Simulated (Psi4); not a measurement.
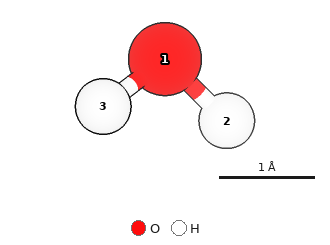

The input geometry (ball-and-stick view, seen at an oblique angle; atoms are numbered from 1 in the order of the input). Bond lengths as drawn: H–O 0.96 Å.

# Run report: H₂O, property calculation

- system: H₂O, SMILES O
- method: CASSCF/def2-TZVP, RHF (Psi4 1.11)

The geometry comes from this level: PBE0-D4/def2-TZVP.

What the program printed
```
Psi4 1.11 release

   => Loading Basis Set <=

    Name: DEF2-TZVP
    Role: ORBITAL
    Keyword: BASIS

         ---------------------------------------------------------
                                   SCF
                              RHF Reference
                        1 Threads,   1525 MiB Core
         ---------------------------------------------------------

  ==> Geometry <==

    Molecular point group: c1
    Full point group: Cs

    Geometry (in Angstrom), charge = 0, multiplicity = 1:

       Center              X                  Y                   Z               Mass
    ------------   -----------------  -----------------  -----------------  -----------------
         O           -0.055925643038     0.033779815022     0.000000000000    15.994914619570
         H            0.837534416035     0.383759547066     0.000000000000     1.007825032230
         H            0.050046123072    -0.919869724792    -0.000000000000     1.007825032230

  Running in c1 symmetry.

  Rotational constants: A =     27.63130  B =     14.42217  C =      9.47611 [cm^-1]
  Rotational constants: A = 828365.51350  B = 432365.83576  C = 284086.65158 [MHz]
  Nuclear repulsion =    9.171300754468179

  Charge       = 0
  Multiplicity = 1
  Electrons    = 10
  Nalpha       = 5
  Nbeta        = 5

  ==> Algorithm <==

  SCF Algorithm Type is DF.
  DIIS enabled.
  MOM disabled.
  Fractional occupation disabled.
  Guess Type is SAD.
  Energy threshold   = 1.00e-08
  Density threshold  = 1.00e-08
  Integral threshold = 1.00e-12

  ==> Primary Basis <==

  Basis Set: DEF2-TZVP
    Blend: DEF2-TZVP
    Number of shells: 19
    Number of basis functions: 43
    Number of Cartesian functions: 48
    Spherical Harmonics?: true
    Max angular momentum: 3

   => Loading Basis Set <=

    Name: (DEF2-TZVP AUX)
    Role: JKFIT
    Keyword: DF_BASIS_SCF

  ==> Integral Setup <==

  DFHelper Memory: AOs need 0.002 GiB; user supplied 1.118 GiB.
  SCF_SUBTYPE=INCORE selected. In-core MEM_DF algorithm will be used.
  Using in-core AOs.

  ==> MemDFJK: Density-Fitted J/K Matrices <==

    J tasked:                   Yes
    K tasked:                   Yes
    wK tasked:                   No
    Memory [MiB]:              1144
    Algorithm:                 Core
    Schwarz Cutoff:           1E-12
    Mask sparsity (%):       0.0000
    Fitting Condition:        1E-10

   => Auxiliary Basis Set <=

  Basis Set: (DEF2-TZVP AUX)
    Blend: DEF2-UNIVERSAL-JKFIT
    Number of shells: 37
    Number of basis functions: 113
    Number of Cartesian functions: 133
    Spherical Harmonics?: true
    Max angular momentum: 4

  Minimum eigenvalue in the overlap matrix is 8.3867894098E-03.
  Reciprocal condition number of the overlap matrix is 1.6350896639E-03.
    Using symmetric orthogonalization.

  ==> Pre-Iterations <==

  SCF Guess: Superposition of Atomic Densities via on-the-fly atomic UHF (no occupation information).

   -------------------------
    Irrep   Nso     Nmo
   -------------------------
     A         43      43
   -------------------------
    Total      43      43
   -------------------------

  ==> Iterations <==

                           Total Energy        Delta E     RMS |[F,P]|

   @DF-RHF iter SAD:   -75.50175658660601   -7.55018e+01   0.00000e+00
   @DF-RHF iter   1:   -75.97875349511786   -4.76997e-01   1.05842e-02 DIIS/ADIIS
   @DF-RHF iter   2:   -76.03154851803538   -5.27950e-02   6.88522e-03 DIIS/ADIIS
   @DF-RHF iter   3:   -76.05846299091527   -2.69145e-02   5.65462e-04 DIIS/ADIIS
   @DF-RHF iter   4:   -76.05889203014368   -4.29039e-04   1.22886e-04 DIIS/ADIIS
   @DF-RHF iter   5:   -76.05891520464037   -2.31745e-05   2.41207e-05 DIIS
   @DF-RHF iter   6:   -76.05891658139055   -1.37675e-06   5.40594e-06 DIIS
   @DF-RHF iter   7:   -76.05891665939964   -7.80091e-08   7.86590e-07 DIIS
   @DF-RHF iter   8:   -76.05891666067821   -1.27856e-09   1.30439e-07 DIIS
   @DF-RHF iter   9:   -76.05891666071501   -3.68061e-11   3.53133e-08 DIIS
   @DF-RHF iter  10:   -76.05891666071743   -2.41585e-12   4.25591e-09 DIIS
  Energy and wave function converged.

  ==> Post-Iterations <==

    Orbital Energies [Eh]
    ---------------------

    Doubly Occupied:

       1A    -20.559878     2A     -1.348176     3A     -0.714561
       4A     -0.579797     5A     -0.507685

    Virtual:

       6A      0.127549     7A      0.197214     8A      0.524173
       9A      0.565315    10A      0.597415    11A      0.640353
      12A      0.768677    13A      0.773746    14A      1.415911
      15A      1.440076    16A      1.553405    17A      1.772298
      18A      1.896325    19A      2.029104    20A      2.274763
      21A      2.349632    22A      2.396997    23A      2.572348
      24A      2.697823    25A      2.978899    26A      2.986292
      27A      3.027134    28A      3.147604    29A      4.013618
      30A      4.335113    31A      5.551903    32A      5.654861
      33A      5.839262    34A      5.865171    35A      5.927534
      36A      6.540416    37A      6.737078    38A      6.830088
      39A      6.894159    40A      6.941707    41A      7.413688
      42A      7.498255    43A     44.830362

    Final Occupation by Irrep:
              A
    DOCC [     5 ]
    NA   [     5 ]
    NB   [     5 ]

  @DF-RHF Final Energy:   -76.05891666071743

   => Energetics <=

    Nuclear Repulsion Energy =              9.1713007544681791
    One-Electron Energy =                -123.0402420783208157
    Two-Electron Energy =                  37.8100246631352164
    Total Energy =                        -76.0589166607174150

Computation Completed

Properties will be evaluated at   0.000000,   0.000000,   0.000000 [a0]

Properties computed using the SCF density matrix

 Multipole Moments:

 ------------------------------------------------------------------------------------
     Multipole            Electronic (a.u.)      Nuclear  (a.u.)        Total (a.u.)
 ------------------------------------------------------------------------------------

 L = 1.  Multiply by 2.5417464519 to convert [e a0] to [Debye]
 Dipole X            :         -0.1074006            0.8318109            0.7244103
 Dipole Y            :          0.0648587           -0.5024246           -0.4375659
 Dipole Z            :         -0.0000000           -0.0000000           -0.0000000
 Magnitude           :                                                    0.8463062

 ------------------------------------------------------------------------------------

	total time  =          1 seconds =       0.02 minutes
  Constructing Basis Sets for MCSCF...

   => Loading Basis Set <=

    Name: (DEF2-TZVP AUX)
    Role: JKFIT
    Keyword: DF_BASIS_SCF

         ---------------------------------------------------------
                Multi-Configurational Self-Consistent Field
                            (a 'D E T C I' module)

         ---------------------------------------------------------

   ==> Parameters <==

    EX LEVEL       =        6      H0 BLOCKSIZE  =     1000
    VAL EX LEVEL   =        0      H0 GUESS SIZE =     1000
    H0COUPLINGSIZE =        0      H0 COUPLING   =       NO
    MAXITER        =       12      NUM PRINT     =       20
    NUM ROOTS      =        1      ICORE         =        1
    PRINT LVL      =        1      FCI           =      YES
    R CONV         = 1.00e-07      MIXED         =      YES
    E CONV         = 1.00e-06      MIXED4        =      YES
    R4S            =       NO      REPL OTF      =       NO
    DIAG METHOD    =      SEM      FOLLOW ROOT   =        0
    PRECONDITIONER = DAVIDSON      UPDATE        = DAVIDSON
    S              =   0.0000      Ms0           =      YES
    GUESS VECTOR   =  H0BLOCK      OPENTYPE      =     NONE
    COLLAPSE SIZE  =        1      HD AVG        = EVANGELISTI
    MAX NUM VECS   =       13      REF SYM       =     AUTO
    IOPEN        =       NO

    EX ALLOW       =  1  1  1  1  1  1
    STATE AVERAGE  =  0(1.00)

   ==> CI Orbital and Space information <==

   ------------------------------------
               Space    Total     A
   ------------------------------------
                 Nso       43    43
                 Nmo       43    43
               Ndocc        5     5
               Nsocc        0     0
   ------------------------------------
               MCSCF Spaces
   ------------------------------------
         Frozen DOCC        0     0
     Restricted DOCC        2     2
              Active        7     7
     Restricted UOCC       34    34
         Frozen UOCC        0     0
   ------------------------------------

   ==> Setting up CI strings <==

    There are 35 alpha and 35 beta strings
    The CI space requires 1225 (1.22E+03) determinants and 1 blocks

   ==> Setting up DF-MCSCF integrals <==

  DFHelper Memory: AOs need 0.002 GiB; user supplied 1.192 GiB.
  SCF_SUBTYPE=INCORE selected. In-core MEM_DF algorithm will be used.
  Using in-core AOs.

  ==> MemDFJK: Density-Fitted J/K Matrices <==

    J tasked:                   Yes
    K tasked:                   Yes
    wK tasked:                   No
    Memory [MiB]:              1220
    Algorithm:                 Core
    Schwarz Cutoff:           1E-12
    Mask sparsity (%):       0.0000
    Fitting Condition:        1E-10

   => Auxiliary Basis Set <=

  Basis Set: (DEF2-TZVP AUX)
    Blend: DEF2-UNIVERSAL-JKFIT
    Number of shells: 37
    Number of basis functions: 113
    Number of Cartesian functions: 133
    Spherical Harmonics?: true
    Max angular momentum: 4

  DFHelper Memory: AOs need 0.002 GiB; user supplied 1.192 GiB.
  SCF_SUBTYPE=INCORE selected. In-core MEM_DF algorithm will be used.
  Using in-core AOs.

   ==> Starting DF-MCSCF iterations <==

           Iter         Total Energy       Delta E   Orb RMS    CI RMS  NCI NORB
   @DF-MCSCF  1:    -76.066452083091   -7.5354e-03  1.82e-03  4.11e-07    6    1  Initial CI
      Warning! Maxstep = 1.30, scaling to 0.50
   @DF-MCSCF  2:    -76.096032299846   -2.9580e-02  6.41e-03  1.67e-06    8    1  TS
   @DF-MCSCF  3:    -76.114970623754   -1.8938e-02  3.43e-03  1.99e-06    7    1  TS
   @DF-MCSCF  4:    -76.118408758861   -3.4381e-03  1.54e-03  1.01e-06    7    1  TS, DIIS
   @DF-MCSCF  5:    -76.120538281259   -2.1295e-03  1.10e-03  9.20e-07    7    1  TS, DIIS
   @DF-MCSCF  6:    -76.121980650084   -1.4424e-03  9.70e-04  4.42e-07    7    1  TS, DIIS
   @DF-MCSCF  7:    -76.124830404803   -2.8498e-03  8.21e-04  2.60e-07    8    1  TS, DIIS
   @DF-MCSCF  8:    -76.126120674627   -1.2903e-03  5.89e-04  7.26e-07    7    1  TS, DIIS
   @DF-MCSCF  9:    -76.126753963699   -6.3329e-04  4.50e-04  5.58e-07    7    1  TS, DIIS
   @DF-MCSCF 10:    -76.127026388106   -2.7242e-04  3.72e-04  3.26e-07    7    1  TS, DIIS
   @DF-MCSCF 11:    -76.127395300557   -3.6891e-04  2.23e-04  2.13e-07    8    1  TS, DIIS
   @DF-MCSCF 12:    -76.127429377285   -3.4077e-05  1.31e-04  1.30e-07    7    1  TS, DIIS
   @DF-MCSCF 13:    -76.127467664999   -3.8288e-05  6.81e-05  7.38e-08    8    1  TS, DIIS
   @DF-MCSCF 14:    -76.127472303953   -4.6390e-06  3.77e-05  6.59e-08    7    1  TS, DIIS
   @DF-MCSCF 15:    -76.127474345457   -2.0415e-06  1.56e-05  2.53e-08    8    1  TS, DIIS
   @DF-MCSCF 16:    -76.127475057884   -7.1243e-07  1.57e-05  1.38e-08    8    1  TS, DIIS

          @DF-MCSCF has converged!

   @DF-MCSCF Final Energy:  -76.127475057883942

   Computing CI Natural Orbitals

   ==> Starting CI iterations <==

    H0 Block Eigenvalue = -76.12745608

    Simultaneous Expansion Method (Block Davidson Method)
    Using 1 initial trial vectors

     Iter   Root       Total Energy       Delta E      C RMS

   @CI  0:     0    -76.127456080967   -1.3421E+01   1.1905E-02
   @CI  1:     0    -76.127475009205   -1.8928E-05   4.8812E-04
   @CI  2:     0    -76.127475055208   -4.6003E-08   1.0294E-04 c

   ==> Energetics <==

    SCF energy =          -76.058916660717415
    Total MCSCF energy =  -76.127475057883942

   ==> MCSCF root 0 information <==

    MCSCF Root 0 energy =   -76.127475055207881

   Active Space Natural occupation numbers:

         A   1.999384         A   1.974842         A   1.973880
         A   0.022213         A   0.021930         A   0.004211
         A   0.003540

   The 20 most important determinants:

    *   1    0.987033  (    0,    0)  3AX 4AX 5AX
    *   2   -0.072956  (    4,    4)  3AX 4AX 7AX
    *   3   -0.072480  (    2,    2)  3AX 5AX 6AX
    *   4    0.053815  (    2,    4)  3AX 4AB 5AA 6AA 7AB
    *   5    0.053815  (    4,    2)  3AX 4AA 5AB 6AB 7AA
    *   6    0.029846  (    1,    5)  3AX 4AA 5AB 6AA 7AB
    *   7    0.029846  (    5,    1)  3AX 4AB 5AA 6AB 7AA
    *   8   -0.027117  (    1,    1)  3AX 4AX 6AX
    *   9   -0.023968  (    0,    7)  3AX 4AA 5AA 6AB 7AB
    *  10   -0.023968  (    7,    0)  3AX 4AB 5AB 6AA 7AA
    *  11   -0.022616  (    5,    5)  3AX 5AX 7AX
    *  12   -0.022400  (   10,   10)  3AX 4AX 8AX
    *  13   -0.022155  (   11,   11)  3AX 5AX 8AX
    *  14   -0.022008  (   20,   20)  3AX 4AX 9AX
    *  15   -0.019308  (   21,   21)  3AX 5AX 9AX
    *  16    0.018601  (    0,   30)  3AX 4AA 5AA 8AB 9AB
    *  17    0.018601  (   30,    0)  3AX 4AB 5AB 8AA 9AA
    *  18   -0.017773  (    0,   16)  3AX 4AA 5AA 7AB 8AB
    *  19   -0.017773  (   16,    0)  3AX 4AB 5AB 7AA 8AA
    *  20    0.013992  (    0,   23)  3AX 4AA 5AA 6AB 9AB

Properties will be evaluated at   0.000000,   0.000000,   0.000000 [a0]

Properties computed using the CASSCF density matrix

 Multipole Moments:

 ------------------------------------------------------------------------------------
     Multipole            Electronic (a.u.)      Nuclear  (a.u.)        Total (a.u.)
 ------------------------------------------------------------------------------------

 L = 1.  Multiply by 2.5417464519 to convert [e a0] to [Debye]
 Dipole X            :         -0.1452986            0.8318109            0.6865123
 Dipole Y            :          0.0877470           -0.5024246           -0.4146776
 Dipole Z            :         -0.0000223           -0.0000000           -0.0000223
 Magnitude           :                                                    0.8020328

 ------------------------------------------------------------------------------------

Properties will be evaluated at   0.000000,   0.000000,   0.000000 [a0]

Properties computed using the CASSCF density matrix

 Multipole Moments:

 ------------------------------------------------------------------------------------
     Multipole            Electronic (a.u.)      Nuclear  (a.u.)        Total (a.u.)
 ------------------------------------------------------------------------------------

 L = 1.  Multiply by 2.5417464519 to convert [e a0] to [Debye]
 Dipole X            :         -0.1452986            0.8318109            0.6865123
 Dipole Y            :          0.0877470           -0.5024246           -0.4146776
 Dipole Z            :         -0.0000223           -0.0000000           -0.0000223
 Magnitude           :                                                    0.8020328

 L = 2.  Multiply by 1.3450342976 to convert [e a0^2] to [Debye ang]
 Quadrupole XX       :         -6.7092012            2.6032703           -4.1059309
 Quadrupole XY       :         -0.3587686            0.9294148            0.5706462
 Quadrupole XZ       :         -0.0000191            0.0000000           -0.0000191
 Quadrupole YY       :         -7.0862354            3.5802079           -3.5060275
 Quadrupole YZ       :          0.0000116            0.0000000            0.0000116
 Quadrupole ZZ       :         -5.5322896            0.0000000           -5.5322896
 Traceless XX        :         -0.2666258            0.5421109            0.2754851
 Traceless YY        :         -0.6436600            1.5190485            0.8753885
 Traceless ZZ        :          0.9102858           -2.0611594           -1.1508736

 ------------------------------------------------------------------------------------
  Mulliken Charges: (a.u.)
   Center  Symbol    Alpha    Beta     Spin     Total
       1     O     4.32379  4.32379  0.00000 -0.64758
       2     H     0.33810  0.33810  0.00000  0.32379
       3     H     0.33811  0.33811  0.00000  0.32379

   Total alpha =  5.00000, Total beta =  5.00000, Total charge =  0.00000

  Lowdin Charges: (a.u.)
   Center  Symbol    Alpha    Beta     Spin     Total
       1     O     4.15124  4.15124  0.00000 -0.30248
       2     H     0.42437  0.42437  0.00000  0.15125
       3     H     0.42439  0.42439  0.00000  0.15122

  Total alpha =  5.00000, Total beta =  5.00000, Total charge =  0.00000

    Psi4 run time: 0:00:13.75
```

The run was set up as follows.

Input file (job.in)
```
memory 1600 mb

molecule {
  0 1
  O     -0.302700     0.200200    -0.140600
  H      0.466500     0.548400     0.315300
  H     -0.163800    -0.748600    -0.174700
  units angstrom
  symmetry c1
}

set globals {
  reference rhf
  puream true
  scf_type df
  restricted_docc [2]
  active [7]
  mcscf_type df
  mcscf_maxiter 80
  mcscf_r_convergence 0.0001
  mcscf_e_convergence 1e-06
  nat_orbs true
}

energy_value, wavefunction = energy('casscf/def2-TZVP', return_wfn=True)
oeprop(wavefunction, 'DIPOLE', 'QUADRUPOLE', 'MULLIKEN_CHARGES', 'LOWDIN_CHARGES', title='CASSCF')
```

Command:
```bash
psi4 -n 1 job.in job.out
```

Summary

| quantity | value |
| --- | --- |
| outcome | converged |
| total energy | −76.127475 hartree |
| SCF energy | −76.058917 hartree |
| CASSCF energy | −76.127475 hartree |
| correlation energy | −0.068558 hartree |
| basis functions | 43 |
| hardware | 1 thread of AMD EPYC (Zen 3), 64 GiB of memory available, shared host |
| wall time | 15 s |
| peak memory | 0.22 GiB |

Remarks

The record of the run, not the program, notes: active space taken by orbital order; may be a local solution.
